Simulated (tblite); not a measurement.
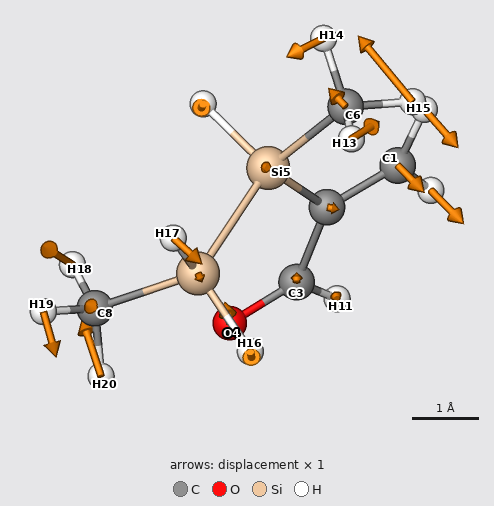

This is a relaxation of C$_{5}$H$_{12}$OSi$_{2}$. The starting structure is drawn; orange arrows show the displacements, at their true length. The two geometries are superimposed by the best rigid fit.

Style: ball-and-stick. Shown from a free direction.

Computed with GFN2-xTB geometry optimisation, gas phase (tblite). 

Question: Atoms of which element are displaced furthest, and by how much?

Answer: Hydrogen: up to 1.36 Å, against 0.64 Å for carbon.

Question: What happened in the run?

Answer: The largest move after the best rigid fit is that of an H atom, 1.36 Å. By element the largest moves are H 1.36 Å, C 0.64 Å, O 0.40 Å, Si 0.17 Å. Near-neighbour distances that change, for instance: Si–Si 2.222 → 2.324 Å, C–Si 1.831 → 1.905 Å, C–Si 1.858 → 1.896 Å, C–O 1.246 → 1.209 Å. Among the angles between lasting bonds that change: C–C–Si 122.7° → 111.9°, C–C–Si 118.7° → 128.0°, Si–Si–H 107.9° → 116.0°. Groups turn about C–Si by about 55°, C–Si by about 45°, Si–Si by about 30°. After 245 geometry steps the energy has fallen by 60.3 kJ/mol. The run took 7.2 s on 1 thread of Intel(R) Xeon(R) Processor @ 2.50GHz, on a shared host.
